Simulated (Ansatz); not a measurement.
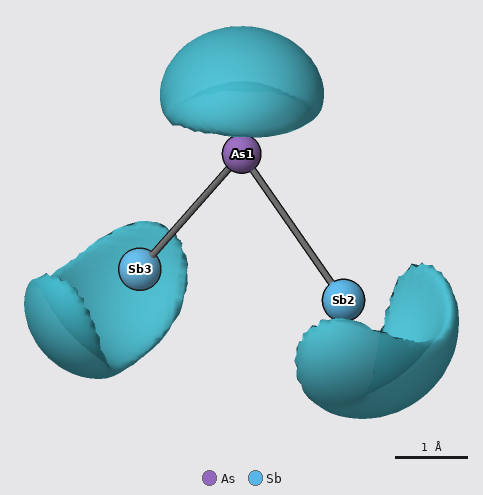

*AsSb2 (charge +1, triplet). Isosurface of the ELF at 0.75 (cyan), seen at a tilt. Only the valence region is drawn (cores and ρ < 0.01 e/Å³ removed).*

Geometry: PBE-D4/def2-TZVP; ⟨S²⟩ = 2.16, above the pure value of 2.00; core potentials replace the inner electrons of Sb.

All numbers below come from UKS PBE0-D4/def2-TZVP in Ansatz 0.2.0.

```xyz
3

As    0.2558   -0.9055    0.8724
Sb   -1.4186    0.8880    0.3940
Sb    1.1628    0.0175   -1.2664
```

Question: Identify the bonds, lone pairs and shells in this picture.

Answer: At this value the surface marks out one lobe on As, pointing away from the bonds (non-bonding electrons) and two regions wrapped around Sb (the valence shell of each). Along the contacts the grid gives the following. Sb–As (2.50 Å): the ELF peaks at about 0.70 in the valence shell of As, 1.1 Å from its nucleus, and drops to about 0.20 between the two atoms.
